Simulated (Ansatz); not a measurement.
Single-point calculation of GaSiH$_{3}$ClO

System: GaSiH$_{3}$ClO, multiplicity 2, SMILES [SiH3][O][Ga][Cl].
Method: UKS PBE0-D4/def2-TZVPP (Ansatz 0.2.0).

The geometry comes from this level: PBE0-D4/def2-TZVP.

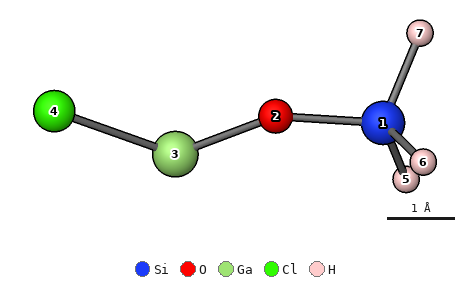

Fig. 1: The input geometry (ball-and-stick view, seen at a tilt; atoms are numbered from 1 in the order of the input). Sticks mark near contacts. Bond lengths as drawn: Cl–Ga 2.16 Å, Ga–O 1.78 Å, H–Si 1.49 Å and O–Si 1.64 Å.

## The input
```yaml
crystal:
  periodic: [false, false, false]
  atoms:
    - {symbol: Si, position_ang: [-0.018813, 1.163531, 0.161160]}
    - {symbol: O, position_ang: [-0.011344, -0.474371, 0.204746]}
    - {symbol: Ga, position_ang: [0.079382, -1.883457, -0.883230]}
    - {symbol: Cl, position_ang: [0.015360, -3.825687, 0.061089]}
    - {symbol: H, position_ang: [0.092220, 1.664383, -1.237870]}
    - {symbol: H, position_ang: [1.129507, 1.685703, 0.946034]}
    - {symbol: H, position_ang: [-1.286322, 1.669909, 0.748072]}
basis:
  gaussian: {orbitals: def2-TZVPP}
magnetization: {spin_polarized: true, initial_magnetization: 1}
hamiltonian: {xc: pbe0, dispersion: d4}
output: {orbitals: {seedname: orbitals}}
```

Launched with:
```bash
ansatz run in.yaml --threads 4 --pin off --events-out ev --progress --plain --max-ram 10444MiB
```

## Output
```
Functional definition: PBE0
  name "PBE0"
  cite "Adamo & Barone, J. Chem. Phys. 110, 6158 (1999) doi:10.1063/1.478522"
  cite "Perdew, Burke & Ernzerhof, Phys. Rev. Lett. 77, 3865 (1996) doi:10.1103/PhysRevLett.77.3865"
  parent pbe
  parameter a = 0.25
  parameter kappa = 0.804
  parameter beta = 0.06672455060314922
  exchange = (1 - a)*pbe_x(kappa = kappa, mu = beta*pi^2/3) + a*exact_x
  correlation = pbe_c(beta = beta)
1357 factors; their error is unknown
mean field evaluation 1: about -74854.6519 eV, gradient 4.4e1 eV
mean field evaluation 2: about -74805.2919 eV, gradient 1.1e2 eV
mean field evaluation 4: about -74861.0885 eV, gradient 8.5e0 eV
mean field evaluation 8: about -74861.3324 eV, gradient 1.4e-1 eV
mean field evaluation 16: about -74861.5730 eV, gradient 3.4e-4 eV
mean field -74861.57302019 eV, -2751.1120654954 hartree, gradient 6.7e-5 eV, S^2 0.753148; 0 other end points of the search recorded, 0 dependent functions left out
reference -74861.57305353 eV, -2751.1120667206 hartree; 37, 36 occupied and 168, 169 virtual orbitals, 1357 factors
Total energy: -74861.71343354 eV, -2751.1172255908 hartree
```

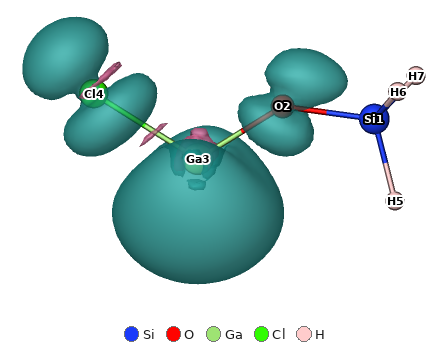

Fig. 2: Isosurfaces of the spin density (α minus β) at +0.01 (teal) and −0.01 e/Å³ (pink), seen face on. The unpaired spin (1 electron) lies mostly on Ga3 (about 0.7), Cl4 (about 0.2) and O2 (about 0.1), in electrons by Hirshfeld's partition.

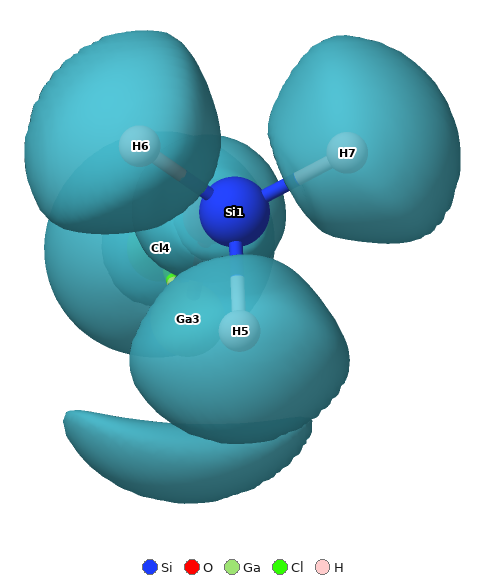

Fig. 3: Isosurface of the ELF at 0.75 (cyan), seen at an oblique angle. Only the valence region is drawn (cores and ρ < 0.01 e/Å³ removed). Along the contacts the grid gives the following. Ga–O (1.78 Å): the ELF peaks at about 0.80 in the valence shell of O, 0.5 Å from its nucleus, and is about 0.20 at the midpoint.

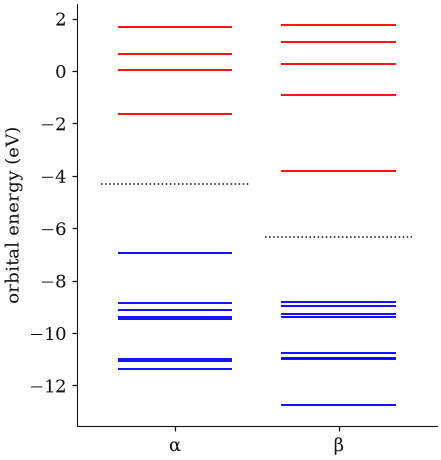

Fig. 4: Orbital energies near the frontier for α and β spins; the dotted line parts filled from empty levels, and levels within 0.02 eV of each other stand side by side. α: highest filled −6.95 eV, lowest empty −1.65 eV, 5.30 eV apart; β: highest filled −8.82 eV, lowest empty −3.83 eV, 4.99 eV apart.

## Results in brief

- outcome: converged
- total energy: −74861.7134 eV
- mean-field energy: −74861.5731 eV
- dispersion energy: −0.1404 eV
- ⟨S²⟩: 0.753
- SCF solution under orbital rotations: stable
- HOMO (either spin): −6.95 eV
- LUMO (either spin): −3.83 eV
- hardware: 4 threads of Intel Xeon @ 2.90GHz, 15 GiB of memory available, shared host
- wall time: 3.3 s (CPU time 12 s)
- peak memory: 0.83 GiB
